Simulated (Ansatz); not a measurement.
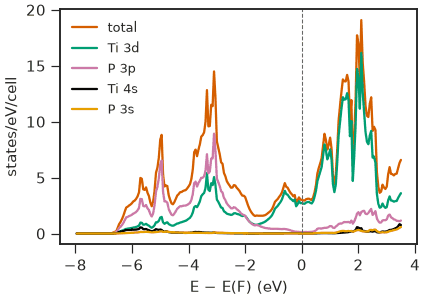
Figure. Total and projected density of states of TiP in space group P6_3/mmc (No. 194; Ti on 4f, P on 2a, P on 2d), r²SCAN (plane waves, PAW; program Ansatz)

### Question
Which orbitals carry the states next to the Fermi level?

### Answer
Within 0.5 eV of the Fermi level: Ti 3d 88 %, P 3p 6 %. Projections are on Löwdin-orthogonalised atomic valence shells; empty p or d shells of many metals are not among them.

### Question
Where is the tallest occupied peak in this window, and what makes it?

### Answer
Near -3.1 eV, about 14 states/eV per cell; the largest projected share is P 3p.

The workflow started from an entry of the Crystallography Open Database (COD). Whether it is the stable phase at ambient conditions was not checked. The r²SCAN relaxation kept the symmetry of its start; its stability against distortions is not shown here. The run is not spin-polarised.

Potentials: the later of the program's two PAW sets.
